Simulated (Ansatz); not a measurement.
# Calculations on Mg64Si31Se

**1. Relaxation**

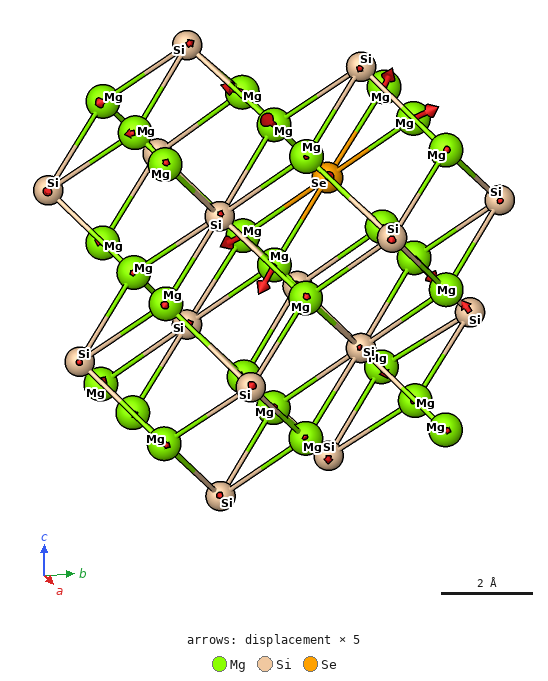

This is a relaxation of a defect cell of composition Mg$_{64}$Si$_{31}$Se (cell charge +2). The starting structure is drawn; red arrows show the displacements, magnified 5 times.

A ball-and-stick model of the atoms within 5.8 Å of the atom that moves most (axes of the cell of the calculation (origin shifted)), seen slightly off an axis.

These are results of DFT, PBEsol, PAW, plane waves in Ansatz 0.2.0, not measurements. Set-up: plane-wave cutoff 420 eV; k-point mesh 1 × 1 × 1; mesh shifted by (0.25, 0.25, 0.25); no spin polarisation; atoms relaxed in a fixed cell; force threshold 0.03 eV/Å; at most 80 steps.

What happened in the run?

Answer. Over 3 geometry steps the energy falls by 0.895 eV per cell of the calculation. Largest force component: 0.77 eV/Å at the start, 0.013 eV/Å at the end. The largest moves, 0.17 Å, are those of Mg atoms. By element the largest moves are Mg 0.17 Å, Si 0.07 Å, Se 0.05 Å. The cell stays as it was. Near-neighbour distances that change, for instance: Mg–Se 2.669 → 2.884 Å, Mg–Se 2.712 → 2.884 Å, Mg–Se 2.735 → 2.873 Å, Mg–Si 2.817 → 2.685 Å. Among the angles between lasting bonds that change: Si–Mg–Se 111.9° → 106.3°, Si–Mg–Si 107.9° → 112.2°, Si–Mg–Si 108.4° → 112.5°.

Limits of the set-up: the cell is charged, on a uniform background, and energies carry no finite-size correction.

**2. Relaxation**

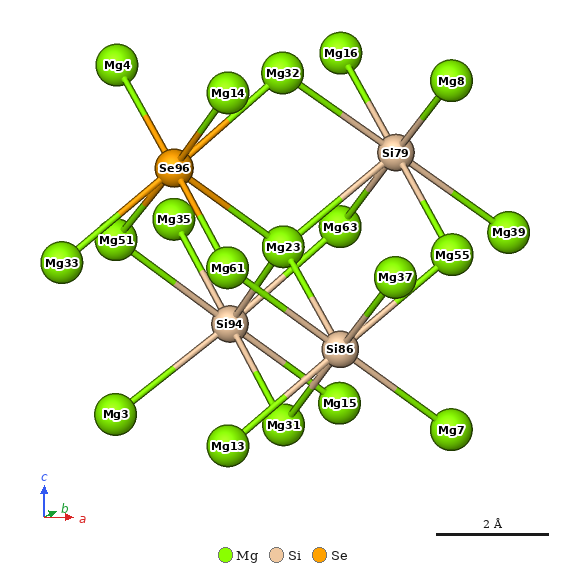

This is the input geometry for a relaxation of a defect cell of composition Mg$_{64}$Si$_{31}$Se. The picture is a ball-and-stick view of the atoms within 5.0 Å of the atom that moves most (axes of the cell of the calculation (origin shifted)), seen slightly off an axis.

These are results of DFT, PBEsol, PAW, plane waves (Ansatz), not measurements.

Settings: plane-wave cutoff 420 eV; k-point mesh 1 × 1 × 1; mesh shifted by (0.25, 0.25, 0.25); no spin polarisation; atoms relaxed in a fixed cell; force threshold 0.03 eV/Å; at most 80 steps.

```xyz
96
Lattice="12.6495 0.0000 0.0000 0.0000 12.6495 0.0000 0.0000 0.0000 12.6495" Properties=species:S:1:pos:R:3 pbc="T T T"
Mg    4.7559    1.5477    1.5448
Mg    4.7179    1.6044    7.9057
Mg    4.7285    7.8773    1.6120
Mg    4.7349    7.9355    7.9190
Mg   11.0692    1.5476    1.5944
Mg   11.0655    1.5697    7.8845
Mg   11.0756    7.8870    1.5928
Mg   11.0741    7.8984    7.8961
Mg    1.6160    4.7366    1.5621
Mg    1.6054    4.7608    7.8738
Mg    1.5915   11.0669    1.5642
Mg    1.6182   11.0628    7.9291
Mg    7.9146    4.7223    1.5526
Mg    7.9095    4.7391    7.9276
Mg    7.8973   11.0537    1.5616
Mg    7.9142   11.0778    7.8851
Mg    1.6008    1.5641    4.7466
Mg    1.5652    1.5667   11.0461
Mg    1.5712    7.8891    4.7556
Mg    1.5579    7.8984   11.0609
Mg    7.8995    1.5794    4.7525
Mg    7.9260    1.5732   11.0803
Mg    7.8931    7.8996    4.7669
Mg    7.9471    7.8800   11.0686
Mg    1.5708    1.5617    1.5961
Mg    1.6002    1.5891    7.9438
Mg    1.5847    7.8947    1.5587
Mg    1.5447    7.9267    7.9072
Mg    7.8983    1.5577    1.5948
Mg    7.9157    1.6068    7.9074
Mg    7.8895    7.9244    1.5469
Mg    7.8854    7.8852    7.9089
Mg    4.7633    4.7492    4.7331
Mg    4.7914    4.7218   11.0588
Mg    4.7656   11.0503    4.7594
Mg    4.7049   11.0279   11.0641
Mg   11.0761    4.7344    4.7206
Mg   11.0759    4.7647   11.0304
Mg   11.0882   11.0768    4.7729
Mg   11.0796   11.0802   11.0698
Mg    4.7788    4.7695    1.5545
Mg    4.7200    4.7441    7.9566
Mg    4.7407   11.0862    1.5817
Mg    4.7653   11.0568    7.8732
Mg   11.0866    4.7381    1.5607
Mg   11.0839    4.7542    7.9121
Mg   11.0864   11.0825    1.5885
Mg   11.0397   11.0644    7.9182
Mg    4.7425    1.5939    4.7221
Mg    4.7648    1.5966   11.1128
Mg    4.7325    7.8941    4.7681
Mg    4.7243    7.8948   11.0620
Mg   11.0410    1.5947    4.7406
Mg   11.0929    1.5880   11.0652
Mg   11.0851    7.9015    4.7527
Mg   11.0362    7.9177   11.0567
Mg    1.5634    4.7293    4.7281
Mg    1.5878    4.7327   11.0687
Mg    1.5941   11.0351    4.7973
Mg    1.5942   11.0564   11.0533
Mg    7.8983    4.7491    4.7658
Mg    7.9062    4.7561   11.0446
Mg    7.9085   11.0599    4.7523
Mg    7.8982   11.0482   11.0538
Si    0.0092    0.0113   12.6448
Si    0.0211    0.0017    6.3098
Si   12.6494    6.3055   12.6127
Si   12.6208    6.3342    6.3442
Si    6.3387   12.6410   12.6176
Si    6.3658   12.6475    6.3450
Si    6.3331    6.3251    0.0405
Si    3.1632    3.1826    0.0207
Si    3.1643    3.1869    6.3092
Si    3.2065    9.5089   12.6491
Si    3.1837    9.4983    6.2907
Si    9.4737    3.1796   12.6298
Si    9.4808    3.1595    6.2928
Si    9.5006    9.5038   12.6383
Si    9.4979    9.4672    6.3461
Si    3.1986    0.0196    3.1840
Si    3.1647   12.6215    9.4859
Si    3.2261    6.3270    3.1810
Si    3.1782    6.3134    9.5031
Si    9.4677    0.0076    3.1670
Si    9.4686   12.6414    9.4799
Si    9.4962    6.3385    3.1657
Si    9.4729    6.3476    9.4999
Si   12.6176    3.1501    3.1304
Si   12.6300    3.1512    9.4700
Si    0.0533    9.5066    3.1723
Si   12.6482    9.5121    9.5025
Si    6.3311    3.1340    3.1567
Si    6.3373    3.1348    9.4547
Si    6.3453    9.5089    3.1165
Si    6.3012    9.4868    9.4724
Se    6.3708    6.2902    6.3203
```

Where does the relaxation end?

Mg23 moves most: 0.18 Å along [2 2 −3]. By element the largest moves are Mg 0.18 Å, Si 0.06 Å, Se 0.05 Å. The lattice vectors keep their values. Among the contacts that change: Mg61–Se96 2.669 → 2.892 Å, Mg14–Se96 2.712 → 2.890 Å, Mg32–Se96 2.713 → 2.872 Å, Mg33–Se96 2.735 → 2.874 Å. Among the angles between lasting bonds that change: Si94–Mg23–Se96 111.9° → 106.5°, Si86–Mg23–Si94 107.9° → 112.9°, Si79–Mg23–Se96 109.8° → 105.7°. Over 3 geometry steps the energy falls by 0.864 eV per cell of the calculation. The largest force component goes from 0.76 to 0.0087 eV/Å.

After the run, drawn alike:

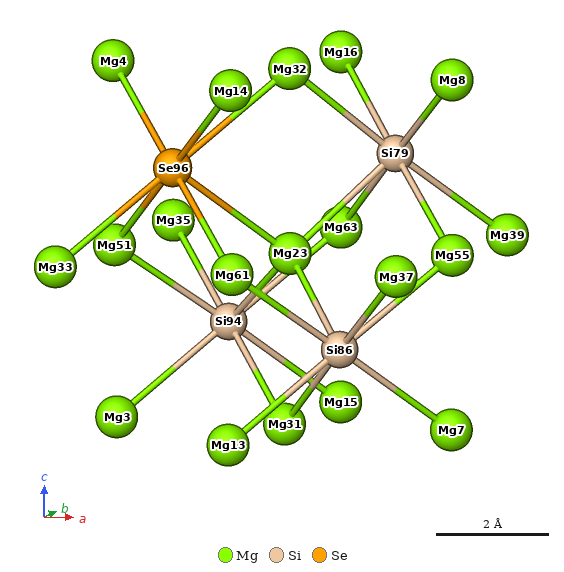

**3. Defect**

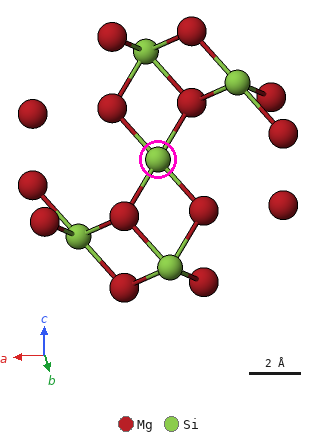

Perfect Mg2Si. The picture is a ball-and-stick view of the atoms within 5.4 Å of one point, in a slice 3.4 Å thick across the line of sight, seen from a free direction.

The calculation used Ansatz, DFT, PBEsol, PAW, plane waves. Set-up: plane-wave cutoff 420 eV; k-point mesh 1 × 1 × 1; mesh shifted by (0.25, 0.25, 0.25); collinear spin. Fermi-Dirac smearing of 0.01 eV. A uniform background neutralises the charged cell. The axes drawn are those of the host's conventional cell.

A silicon atom is replaced by selenium at the ringed place, in charge state +1. The supercell has 96 sites, and the atoms are relaxed at the host's cell.

### How do the neighbours respond?

In the host the Si atom has 8 Mg at 2.74 Å; the Se atom ends with 8 Mg at 2.88 to 2.90 Å. Of the host's atoms, a magnesium atom moves furthest from its site, by 0.16 Å. The cell's net moment is 0.97 μB.

The relaxed defect, seen from the same direction:

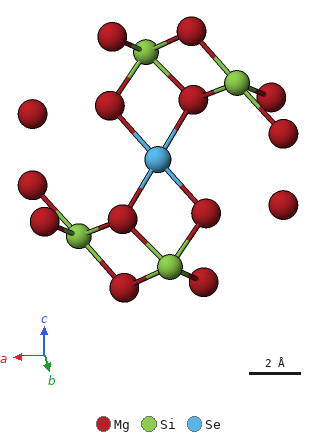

Limits of the set-up: the cell is charged, on a uniform background, and energies carry no finite-size correction.

**4. Defect**

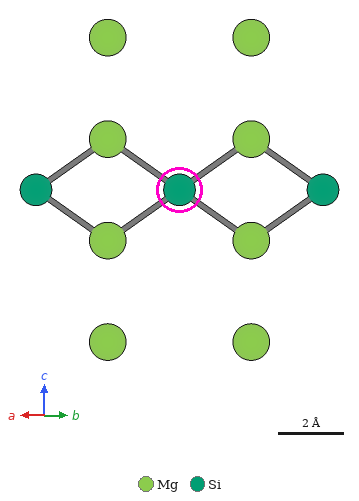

Perfect Mg$_{2}$Si. The picture is a ball-and-stick view of the atoms within 6.0 Å of one point, in a slice 4.2 Å thick across the line of sight, seen along [110].

Method: Ansatz 0.2.0, DFT, PBEsol, PAW, plane waves. (plane-wave cutoff 420 eV; k-point mesh 1 × 1 × 1; mesh shifted by (0.25, 0.25, 0.25); no spin polarisation) Fermi-Dirac smearing of 0.01 eV. A uniform background neutralises the charged cell. The axes drawn are those of the host's conventional cell.

A silicon atom is replaced by selenium at the ringed place, in charge state +2. The supercell has 96 sites, and the atoms are relaxed at the host's cell.

How do the neighbours respond?

Answer. In the host the Si atom has 8 Mg at 2.74 Å; the Se atom ends with 8 Mg at 2.87 to 2.89 Å. Of the host's atoms, a magnesium atom moves furthest from its site, by 0.15 Å.

The relaxed defect, seen from the same direction:

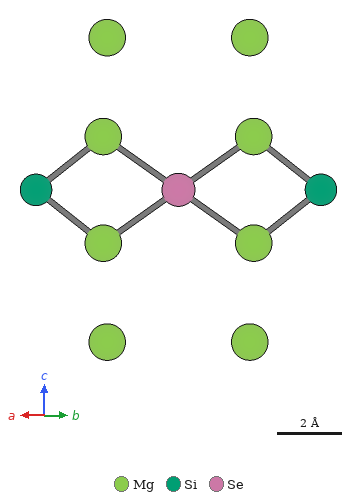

Limits of the set-up: the cell is charged, on a uniform background, and energies carry no finite-size correction.
